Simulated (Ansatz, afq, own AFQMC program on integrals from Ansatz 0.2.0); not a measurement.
# BSiH₂ (doublet): AFQMC on the coupled-cluster ladder at distance Si1–B2 = 2.322 Å, cc-pVDZ, part 1 of 2

How near does AFQMC come to the top of the ladder for BSiH₂ (doublet)?

Computed with Ansatz 0.2.0, Gaussian basis, and an in-house AFQMC program (afq) on its integrals; all values are calculated. Level: cc-pVDZ, frozen cores.

Plan: PBE (unrestricted); r2SCAN (unrestricted); PBE0 (unrestricted); B3LYP (unrestricted); wB97M-V (unrestricted); B2PLYP (unrestricted); CCSD(T) on UHF; CCSDT(Q) on UHF; Phaseless AFQMC, CISD trial on UHF; Phaseless AFQMC, single-determinant trial on UHF; Free-projection AFQMC, CISD trial on UHF.

1 further run of the same task is left out (it didn't finish).

### Step 1. The geometry

The geometry derives from a PBE0/def2-TZVP stationary point (not a proven minimum). One bond is set to the value named and the two fragments are kept rigid.

4 atoms, charge 0, spin multiplicity 2.

Atoms are counted from 1 here; the program's logs count them from 0.

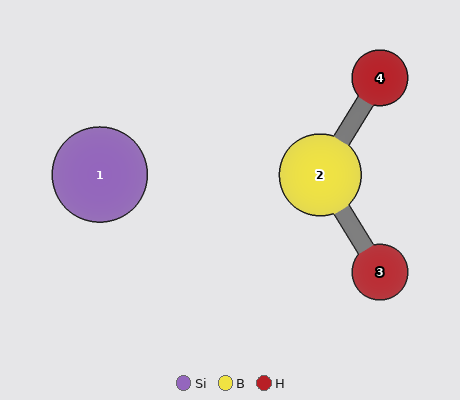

The structure; silicon purple, boron yellow, hydrogen red; atoms are numbered from 1 in the order of the file.

### Step 2. PBE (unrestricted)

in.yaml

```yaml
crystal:
  periodic: [false, false, false]
  atoms:
    - {symbol: Si, position_ang: [0.000000, 0.000000, 0.758928]}
    - {symbol: B, position_ang: [0.000000, 0.000000, -1.563072]}
    - {symbol: H, position_ang: [0.000000, -1.025810, -2.190861]}
    - {symbol: H, position_ang: [0.000000, 1.025810, -2.190861]}
basis:
  gaussian: {orbitals: cc-pVDZ}
magnetization: {spin_polarized: true, initial_magnetization: 1}
hamiltonian: {xc: {name: PBE}}
output: {orbitals: {seedname: orbitals}}
```

Launch:

```console
> ansatz run in.yaml --threads 1 --pin off --events-out ev --progress --plain --max-ram 1382MiB
```

The log of the run:

```text
Functional definition: PBE
  name "PBE"
  cite "Perdew, Burke & Ernzerhof, Phys. Rev. Lett. 77, 3865 (1996) doi:10.1103/PhysRevLett.77.3865"
  parent pbe
  parameter kappa = 0.804
  parameter beta = 0.06672455060314922
  exchange = pbe_x(kappa = kappa, mu = beta*pi^2/3)
  correlation = pbe_c(beta = beta)
508 factors; their error is unknown
mean field evaluation 1: about -8569.8727 eV, gradient 2.7e1 eV
mean field evaluation 2: about -8476.3275 eV, gradient 7.3e1 eV
mean field evaluation 4: about -8576.9250 eV, gradient 4.8e0 eV
mean field evaluation 8: about -8577.1690 eV, gradient 6.6e-2 eV
mean field evaluation 16: about -8577.1690 eV, gradient 2.8e-5 eV
mean field evaluation 32: about -8575.8323 eV, gradient 4.6e-2 eV
mean field evaluation 64: about -8575.8452 eV, gradient 3.0e-1 eV
mean field evaluation 96: about -8575.2294 eV, gradient 6.9e0 eV
mean field evaluation 128: about -8575.7656 eV, gradient 2.8e-2 eV
mean field -8577.16904926 eV, -315.2051487464 hartree, gradient 2.6e-5 eV, S^2 0.753290; 15 other end points of the search recorded, 0 dependent functions left out
reference -8577.16907825 eV, -315.2051498116 hartree; 11, 10 occupied and 31, 32 virtual orbitals, 508 factors
Total energy: -8577.16907825 eV, -315.2051498116 hartree
```

It took 8 s on 1 thread of Arm Neoverse V1, shared host.

From the report: ⟨S²⟩ of the determinant 0.753 (pure doublet: 0.75).

### Step 3. r2SCAN (unrestricted)

in.yaml, as its differences from that of step 2:

```diff
@@ -10,3 +10,2 @@
 magnetization: {spin_polarized: true, initial_magnetization: 1}
-hamiltonian: {xc: {name: PBE}}
-output: {orbitals: {seedname: orbitals}}
+hamiltonian: {xc: {name: r2SCAN}}
```

Launched as before.

The log of the run:

```text
Functional definition: r2SCAN
  name "r2SCAN"
  cite "Furness, Kaplan, Ning, Perdew & Sun, J. Phys. Chem. Lett. 11, 8208 (2020) doi:10.1021/acs.jpclett.0c02405"
  cite "Furness, Kaplan, Ning, Perdew & Sun, J. Phys. Chem. Lett. 11, 9248 (2020) doi:10.1021/acs.jpclett.0c03077"
  parent r2scan
  parameter k0 = 0.174
  parameter k1 = 0.065
  parameter a1 = 4.9479
  exchange = r2scan_x(k0 = k0, k1 = k1, a1 = a1)
  correlation = r2scan_c
508 factors; their error is unknown
mean field evaluation 1: about -8575.1846 eV, gradient 2.4e1 eV
mean field evaluation 2: about -8493.7695 eV, gradient 7.2e1 eV
mean field evaluation 4: about -8580.9406 eV, gradient 4.1e0 eV
mean field evaluation 8: about -8581.1094 eV, gradient 7.3e-2 eV
mean field evaluation 16: about -8581.1095 eV, gradient 8.5e-5 eV
mean field evaluation 32: about -8579.9407 eV, gradient 7.1e-4 eV
mean field evaluation 64: about -8580.5530 eV, gradient 1.6e0 eV
mean field -8581.10946581 eV, -315.3499563835 hartree, gradient 2.7e-6 eV, S^2 0.756345; 12 other end points of the search recorded, 0 dependent functions left out
reference -8581.10947554 eV, -315.3499567412 hartree; 11, 10 occupied and 31, 32 virtual orbitals, 508 factors
Total energy: -8581.10947554 eV, -315.3499567412 hartree
```

It took 14 s on 1 thread of Arm Neoverse V1, shared host.

From the report: ⟨S²⟩ of the determinant 0.756 (pure doublet: 0.75).

### Step 4. PBE0 (unrestricted)

in.yaml, as its differences from that of step 3:

```diff
@@ -10,2 +10,3 @@
 magnetization: {spin_polarized: true, initial_magnetization: 1}
-hamiltonian: {xc: {name: r2SCAN}}
+hamiltonian: {xc: {name: PBE0}}
+output: {orbitals: {seedname: orbitals}}
```

Launched as before.

The log of the run:

```text
Functional definition: PBE0
  name "PBE0"
  cite "Adamo & Barone, J. Chem. Phys. 110, 6158 (1999) doi:10.1063/1.478522"
  cite "Perdew, Burke & Ernzerhof, Phys. Rev. Lett. 77, 3865 (1996) doi:10.1103/PhysRevLett.77.3865"
  parent pbe
  parameter a = 0.25
  parameter kappa = 0.804
  parameter beta = 0.06672455060314922
  exchange = (1 - a)*pbe_x(kappa = kappa, mu = beta*pi^2/3) + a*exact_x
  correlation = pbe_c(beta = beta)
404 factors; integrals over basis functions are off by at most 1.2e-3 eV
mean field evaluation 1: about -8573.4271 eV, gradient 2.1e1 eV
mean field evaluation 2: about -8540.1510 eV, gradient 5.4e1 eV
mean field evaluation 4: about -8578.0068 eV, gradient 1.8e0 eV
mean field evaluation 8: about -8578.1119 eV, gradient 5.3e-2 eV
mean field evaluation 16: about -8578.1120 eV, gradient 7.0e-5 eV
mean field evaluation 32: about -8577.7895 eV, gradient 2.4e0 eV
mean field -8578.11199059 eV, -315.2398012009 hartree, gradient 4.3e-6 eV, S^2 0.754300; 2 other end points of the search recorded, 0 dependent functions left out
reference -8578.11201240 eV, -315.2398020024 hartree; 11, 10 occupied and 31, 32 virtual orbitals, 404 factors
Total energy: -8578.11201240 eV, -315.2398020024 hartree
```

Wall time 1.7 s (1 thread of Arm Neoverse V1, shared host).

From the report: ⟨S²⟩ of the determinant 0.754 (pure doublet: 0.75).

### Step 5. B3LYP (unrestricted)

in.yaml, as its differences from that of step 4:

```diff
@@ -10,3 +10,2 @@
 magnetization: {spin_polarized: true, initial_magnetization: 1}
-hamiltonian: {xc: {name: PBE0}}
-output: {orbitals: {seedname: orbitals}}
+hamiltonian: {xc: {name: B3LYP}}
```

Same command.

The log of the run:

```text
Functional definition: B3LYP
  name "B3LYP"
  cite "Stephens, Devlin, Chabalowski & Frisch, J. Phys. Chem. 98, 11623 (1994) doi:10.1021/j100096a001"
  cite "Becke, Phys. Rev. A 38, 3098 (1988) doi:10.1103/PhysRevA.38.3098"
  cite "Lee, Yang & Parr, Phys. Rev. B 37, 785 (1988) doi:10.1103/PhysRevB.37.785"
  cite "Vosko, Wilk & Nusair, Can. J. Phys. 58, 1200 (1980) doi:10.1139/p80-159"
  parameter a0 = 0.2
  parameter ax = 0.72
  parameter ac = 0.81
  exchange = (1 - a0 - ax)*slater_x + ax*b88_x + a0*exact_x
  correlation = (1 - ac)*vwn_rpa_c + ac*lyp_c
404 factors; integrals over basis functions are off by at most 1.2e-3 eV
mean field evaluation 1: about -8577.7352 eV, gradient 2.3e1 eV
mean field evaluation 2: about -8511.9412 eV, gradient 6.9e1 eV
mean field evaluation 4: about -8583.1284 eV, gradient 2.9e0 eV
mean field evaluation 8: about -8583.2693 eV, gradient 6.2e-2 eV
mean field evaluation 16: about -8583.2694 eV, gradient 4.6e-5 eV
mean field -8583.26936833 eV, -315.4293313370 hartree, gradient 4.9e-6 eV, S^2 0.752943; 2 other end points of the search recorded, 0 dependent functions left out
reference -8583.26956373 eV, -315.4293385179 hartree; 11, 10 occupied and 31, 32 virtual orbitals, 404 factors
Total energy: -8583.26956373 eV, -315.4293385179 hartree
```

It took 1.5 s on 1 thread of Arm Neoverse V1, shared host.

From the report: ⟨S²⟩ of the determinant 0.753 (pure doublet: 0.75).

### Step 6. wB97M-V (unrestricted)

in.yaml, as its differences from that of step 5:

```diff
@@ -10,2 +10,3 @@
 magnetization: {spin_polarized: true, initial_magnetization: 1}
-hamiltonian: {xc: {name: B3LYP}}
+hamiltonian: {xc: {name: wB97M-V}}
+output: {orbitals: {seedname: orbitals}}
```

Launched as before.

The log of the run:

```text
Functional definition: wB97M-V
  name "wB97M-V"
  cite "Mardirossian & Head-Gordon, J. Chem. Phys. 144, 214110 (2016) doi:10.1063/1.4952647"
  cite "Becke, J. Chem. Phys. 107, 8554 (1997) doi:10.1063/1.475007"
  cite "Vydrov & Van Voorhis, J. Chem. Phys. 133, 244103 (2010) doi:10.1063/1.3521275"
  # Of w^i u^j: cxij and so on, Table III.
  parameter omega = 0.3/bohr
  parameter cx = 0.15
  parameter cx01 = 1.007
  parameter cx10 = 0.259
  parameter css00 = 0.443
  parameter css04 = -1.437
  parameter css10 = -4.535
  parameter css20 = -3.390
  parameter css43 = 4.278
  parameter cos00 = 1.000
  parameter cos10 = 1.358
  parameter cos20 = 2.924
  parameter cos21 = -8.812
  parameter cos60 = -1.390
  parameter cos61 = 9.142
  parameter b = 6.0
  parameter c = 0.01
  gx(w, u) = 1 - cx + cx01*u + cx10*w
  gss(w, u) = css00 + css04*u^4 + css10*w + css20*w^2 + css43*w^4*u^3
  gos(w, u) = cos00 + cos10*w + (cos20 + cos21*u)*w^2 + (cos60 + cos61*u)*w^6
  exchange = spin_sum(e_x_unif_sr(omega)*gx(b97_w, b97_u_x)) + cx*exact_x_sr(omega) + exact_x_lr(omega)
  correlation = spin_sum(e_c_pw_mod_same_spin*gss(b97_w, b97_u_same))
      + integral(e_c_pw_mod_opposite_spin*gos(b97_w_opposite, b97_u_opposite)) + vv10(b, c)
404 factors; integrals over basis functions are off by at most 1.2e-3 eV
149 factors; integrals over basis functions are off by at most 9.3e-6 eV
mean field evaluation 1: about -8579.1065 eV, gradient 1.4e1 eV
mean field evaluation 2: about -8580.2031 eV, gradient 1.1e1 eV
mean field evaluation 4: about -8581.3132 eV, gradient 5.4e-1 eV
mean field evaluation 8: about -8581.3690 eV, gradient 1.2e-1 eV
mean field evaluation 16: about -8581.3700 eV, gradient 1.2e-4 eV
mean field -8581.36995025 eV, -315.3595290100 hartree, gradient 2.5e-5 eV, S^2 0.751213; 2 other end points of the search recorded, 0 dependent functions left out
reference -8581.36998315 eV, -315.3595302193 hartree; 11, 10 occupied and 31, 32 virtual orbitals, 404 factors
Total energy: -8581.36998315 eV, -315.3595302193 hartree
```

It took 6 s on 1 thread of Arm Neoverse V1, shared host.

From the report: ⟨S²⟩ of the determinant 0.751 (pure doublet: 0.75).

### Step 7. B2PLYP (unrestricted)

in.yaml, as its differences from that of step 6:

```diff
@@ -10,3 +10,3 @@
 magnetization: {spin_polarized: true, initial_magnetization: 1}
-hamiltonian: {xc: {name: wB97M-V}}
-output: {orbitals: {seedname: orbitals}}
+hamiltonian: {xc: {name: B2PLYP}}
+correlation: {electrons: outside_noble_gas}
```

Same command.

The log of the run:

```text
Functional definition: B2PLYP
  name "B2PLYP"
  cite "Grimme, J. Chem. Phys. 124, 034108 (2006) doi:10.1063/1.2148954"
  cite "Becke, Phys. Rev. A 38, 3098 (1988) doi:10.1103/PhysRevA.38.3098"
  cite "Lee, Yang & Parr, Phys. Rev. B 37, 785 (1988) doi:10.1103/PhysRevB.37.785"
  parameter a = 0.53
  parameter c = 0.27
  exchange = (1 - a)*b88_x + a*exact_x
  correlation = (1 - c)*lyp_c + c*(mp2_os + mp2_ss)
404 factors; integrals over basis functions are off by at most 1.2e-3 eV
mean field evaluation 1: about -8573.6804 eV, gradient 1.7e1 eV
mean field evaluation 2: about -8573.7037 eV, gradient 1.6e1 eV
mean field evaluation 4: about -8576.7209 eV, gradient 1.7e0 eV
mean field evaluation 8: about -8576.8298 eV, gradient 5.8e-2 eV
mean field evaluation 16: about -8576.8300 eV, gradient 3.6e-4 eV
mean field evaluation 32: about -8576.8268 eV, gradient 1.2e-1 eV
mean field evaluation 64: about -8576.8299 eV, gradient 5.7e-2 eV
mean field -8576.82998939 eV, -315.1926885261 hartree, gradient 2.8e-6 eV, S^2 0.755544; 8 other end points of the search recorded, 0 dependent functions left out
6 core orbitals not correlated: weight in the atoms' cores, before any rotation towards them, 1.000 or more for the frozen orbitals, at most 0.000 for the correlated occupied ones
reference -8576.83011392 eV, -315.1926931022 hartree; 5, 4 occupied and 31, 32 virtual orbitals, 404 factors
second order -4.99521981 eV of doubles, -0.00000000 eV of singles
Total energy: -8578.17882327 eV, -315.2422572566 hartree
```

Run time: 6 s. Hardware: 1 thread of Arm Neoverse V1, shared host.

From the report: ⟨S²⟩ of the determinant 0.756 (pure doublet: 0.75).

### Step 8. CCSD(T) on UHF

in.yaml, as its differences from that of step 7:

```diff
@@ -10,3 +10,2 @@
 magnetization: {spin_polarized: true, initial_magnetization: 1}
-hamiltonian: {xc: {name: B2PLYP}}
-correlation: {electrons: outside_noble_gas}
+correlation: {method: ccsd_t, electrons: outside_noble_gas, hamiltonian_folder: ham}
```

Same command.

The log of the run:

```text
Functional definition: HF
  name "HF"
  cite "Fock, Z. Phys. 61, 126 (1930) doi:10.1007/BF01340294"
  parent pbe
  exchange = exact_x
  correlation = 0
404 factors; integrals over basis functions are off by at most 1.2e-3 eV
mean field evaluation 1: about -8560.3796 eV, gradient 1.1e1 eV
mean field evaluation 2: about -8560.4005 eV, gradient 1.1e1 eV
mean field evaluation 4: about -8562.2977 eV, gradient 2.0e0 eV
mean field evaluation 8: about -8562.4751 eV, gradient 1.2e-1 eV
mean field evaluation 16: about -8562.4775 eV, gradient 3.3e-1 eV
mean field evaluation 32: about -8562.4371 eV, gradient 4.5e-1 eV
mean field evaluation 64: about -8562.1177 eV, gradient 3.6e-1 eV
mean field evaluation 96: about -8562.4741 eV, gradient 6.7e-2 eV
mean field evaluation 128: about -8562.1165 eV, gradient 5.2e-1 eV
mean field evaluation 160: about -8562.4757 eV, gradient 1.4e-6 eV
mean field evaluation 192: about -8561.3917 eV, gradient 5.5e-1 eV
mean field evaluation 224: about -8560.8930 eV, gradient 3.6e0 eV
mean field evaluation 256: about -8560.5771 eV, gradient 5.7e-2 eV
mean field evaluation 288: about -8560.6039 eV, gradient 2.1e-1 eV
mean field evaluation 320: about -8560.5896 eV, gradient 1.8e-1 eV
mean field evaluation 352: about -8559.4427 eV, gradient 4.3e-3 eV
mean field evaluation 384: about -8558.1374 eV, gradient 7.2e0 eV
mean field evaluation 416: about -8561.6847 eV, gradient 4.7e0 eV
mean field evaluation 448: about -8561.2098 eV, gradient 5.7e-1 eV
mean field evaluation 480: about -8555.8787 eV, gradient 1.4e1 eV
mean field evaluation 512: about -8560.5895 eV, gradient 3.6e-1 eV
mean field evaluation 544: about -8560.5847 eV, gradient 1.6e-1 eV
mean field evaluation 576: about -8561.2477 eV, gradient 3.3e-4 eV
mean field -8562.48122191 eV, -314.6653810471 hartree, gradient 6.7e-6 eV, S^2 0.872079; 18 other end points of the search recorded, 0 dependent functions left out
determinant -8562.48122191 eV, -314.6653810471 hartree, with singles and doubles -8567.39218870 eV, -314.8458557478 hartree
determinant -8562.12161666 eV, -314.6521657977 hartree, with singles and doubles -8566.96979829 eV, -314.8303331865 hartree
determinant -8561.35075828 eV, -314.6238372746 hartree, with singles and doubles -8565.83862023 eV, -314.7887631596 hartree
determinant -8561.24773212 eV, -314.6200511334 hartree, with singles and doubles -8565.86478649 eV, -314.7897247519 hartree
determinant -8561.23851423 eV, -314.6197123822 hartree, with singles and doubles -8565.84797207 eV, -314.7891068334 hartree
determinant -8559.49965206 eV, -314.5558103760 hartree, with singles and doubles -8564.02594287 eV, -314.7221484954 hartree
determinant -8559.44274989 eV, -314.5537192598 hartree, with singles and doubles -8564.23572069 eV, -314.7298576878 hartree
determinant -8562.48122191 eV, -314.6653810471 hartree, with singles and doubles -8567.40473729 eV, -314.8463169000 hartree
determinant -8562.12161666 eV, -314.6521657977 hartree, with singles and doubles -8566.96976190 eV, -314.8303318492 hartree
determinant -8562.47567512 eV, -314.6651772061 hartree, with singles and doubles -8567.40752771 eV, -314.8464194458 hartree
determinant -8562.47567512 eV, -314.6651772061 hartree, with singles and doubles -8567.40765847 eV, -314.8464242511 hartree
6 core orbitals not correlated: weight in the atoms' cores, before any rotation towards them, 1.000 or more for the frozen orbitals, at most 0.000 for the correlated occupied ones
reference -8562.47567512 eV, -314.6651772061 hartree; 5, 4 occupied and 31, 32 virtual orbitals, 404 factors
second order -3.84301199 eV of doubles, -0.00000000 eV of singles
cycle   1  -4.93198175 eV  change    1.6e-6 eV  update   2.3e-6
perturbative correction -0.14449130 eV, -0.0053099573 hartree
Total energy: -8567.55214816 eV, -314.8517341495 hartree
```

It took 7 s on 1 thread of Arm Neoverse V1, shared host.

From the report: ⟨S²⟩ of the determinant 0.763 (pure doublet: 0.75); correlation -5.0765 eV; T1 0.027; largest double amplitude 0.08.

This run also writes the integrals to the folder ham.

### Step 9. CCSDT(Q) on UHF

in.yaml, as its differences from that of step 8:

```diff
@@ -10,2 +10,2 @@
 magnetization: {spin_polarized: true, initial_magnetization: 1}
-correlation: {method: ccsd_t, electrons: outside_noble_gas, hamiltonian_folder: ham}
+correlation: {method: ccsdt_q, electrons: outside_noble_gas}
```

Same command.

The log of the run:

```text
Functional definition: HF
  name "HF"
  cite "Fock, Z. Phys. 61, 126 (1930) doi:10.1007/BF01340294"
  parent pbe
  exchange = exact_x
  correlation = 0
780 factors; integrals over basis functions are off by at most 2.2e-7 eV
mean field evaluation 1: about -8560.3812 eV, gradient 1.1e1 eV
mean field evaluation 2: about -8560.4001 eV, gradient 1.1e1 eV
mean field evaluation 4: about -8562.2973 eV, gradient 2.0e0 eV
mean field evaluation 8: about -8562.4751 eV, gradient 1.2e-1 eV
mean field evaluation 16: about -8562.4775 eV, gradient 3.3e-1 eV
mean field evaluation 32: about -8562.4397 eV, gradient 4.5e-1 eV
mean field evaluation 64: about -8562.1194 eV, gradient 3.7e-1 eV
mean field evaluation 96: about -8562.4757 eV, gradient 2.3e-2 eV
mean field evaluation 128: about -8562.1216 eV, gradient 1.3e-2 eV
mean field evaluation 160: about -8562.1216 eV, gradient 2.3e-6 eV
mean field evaluation 192: about -8561.3776 eV, gradient 4.5e-1 eV
mean field evaluation 224: about -8561.2554 eV, gradient 8.5e-1 eV
mean field evaluation 256: about -8560.5778 eV, gradient 5.3e-2 eV
mean field evaluation 288: about -8560.5820 eV, gradient 1.4e-1 eV
mean field evaluation 320: about -8560.4885 eV, gradient 1.7e0 eV
mean field evaluation 352: about -8559.4709 eV, gradient 6.6e-1 eV
mean field evaluation 384: about -8559.8702 eV, gradient 9.1e0 eV
mean field evaluation 416: about -8561.1228 eV, gradient 1.3e0 eV
mean field evaluation 448: about -8561.2385 eV, gradient 2.3e-2 eV
mean field evaluation 480: about -8560.5616 eV, gradient 8.0e-1 eV
mean field evaluation 512: about -8560.4024 eV, gradient 2.3e0 eV
mean field evaluation 544: about -8561.6391 eV, gradient 5.4e0 eV
mean field evaluation 576: about -8559.4997 eV, gradient 9.2e-4 eV
mean field -8562.48122945 eV, -314.6653813242 hartree, gradient 6.7e-6 eV, S^2 0.872084; 18 other end points of the search recorded, 0 dependent functions left out
determinant -8562.48122945 eV, -314.6653813242 hartree, with singles and doubles -8567.39219336 eV, -314.8458559190 hartree
determinant -8562.12162129 eV, -314.6521659679 hartree, with singles and doubles -8566.96980406 eV, -314.8303333985 hartree
determinant -8561.35076843 eV, -314.6238376477 hartree, with singles and doubles -8565.83862294 eV, -314.7887632591 hartree
determinant -8561.24774429 eV, -314.6200515804 hartree, with singles and doubles -8565.86478980 eV, -314.7897248735 hartree
determinant -8561.23852741 eV, -314.6197128664 hartree, with singles and doubles -8565.84797517 eV, -314.7891069474 hartree
determinant -8559.49967104 eV, -314.5558110735 hartree, with singles and doubles -8564.02595866 eV, -314.7221490753 hartree
determinant -8559.44275628 eV, -314.5537194945 hartree, with singles and doubles -8564.23570228 eV, -314.7298570112 hartree
determinant -8562.48122945 eV, -314.6653813242 hartree, with singles and doubles -8567.40474300 eV, -314.8463171099 hartree
determinant -8562.12162129 eV, -314.6521659679 hartree, with singles and doubles -8566.96976729 eV, -314.8303320471 hartree
determinant -8562.47568207 eV, -314.6651774615 hartree, with singles and doubles -8567.40753437 eV, -314.8464196907 hartree
determinant -8562.47568207 eV, -314.6651774615 hartree, with singles and doubles -8567.40766471 eV, -314.8464244806 hartree
6 core orbitals not correlated: weight in the atoms' cores, before any rotation towards them, 1.000 or more for the frozen orbitals, at most 0.000 for the correlated occupied ones
reference -8562.47568207 eV, -314.6651774615 hartree; 5, 4 occupied and 31, 32 virtual orbitals, 780 factors
second order -3.84304042 eV of doubles, -0.00000000 eV of singles
cycle   1  -4.58351516 eV  change   -7.4e-1 eV  update   8.7e-2
cycle   2  -5.02165591 eV  change   -4.4e-1 eV  update   4.1e-2
cycle   3  -5.10477824 eV  change   -8.3e-2 eV  update   2.2e-2
cycle   4  -5.10794235 eV  change   -3.2e-3 eV  update   1.2e-2
cycle   5  -5.11279298 eV  change   -4.9e-3 eV  update   6.0e-3
cycle   6  -5.11411072 eV  change   -1.3e-3 eV  update   3.5e-3
cycle   7  -5.11311243 eV  change    1.0e-3 eV  update   1.4e-3
cycle   8  -5.11420831 eV  change   -1.1e-3 eV  update   6.1e-4
cycle   9  -5.11446534 eV  change   -2.6e-4 eV  update   2.5e-4
cycle  10  -5.11416835 eV  change    3.0e-4 eV  update   1.4e-4
cycle  11  -5.11414040 eV  change    2.8e-5 eV  update   7.6e-5
cycle  12  -5.11417853 eV  change   -3.8e-5 eV  update   3.6e-5
cycle  13  -5.11421871 eV  change   -4.0e-5 eV  update   2.0e-5
cycle  14  -5.11424034 eV  change   -2.2e-5 eV  update   9.0e-6
cycle  15  -5.11423800 eV  change    2.3e-6 eV  update   4.3e-6
cycle  16  -5.11423311 eV  change    4.9e-6 eV  update   2.2e-6
cycle  17  -5.11423116 eV  change    2.0e-6 eV  update   1.1e-6
cycle  18  -5.11423075 eV  change    4.1e-7 eV  update   5.7e-7
perturbative correction -0.00786855 eV, -0.0002891640 hartree
Total energy: -8567.59778137 eV, -314.8534111389 hartree
```

Wall time 19 s (1 thread of Arm Neoverse V1, shared host).

From the report: ⟨S²⟩ of the determinant 0.763 (pure doublet: 0.75); correlation -5.1221 eV; T1 0.029; largest double amplitude 0.09.

(Continued in part 2 of 2.)
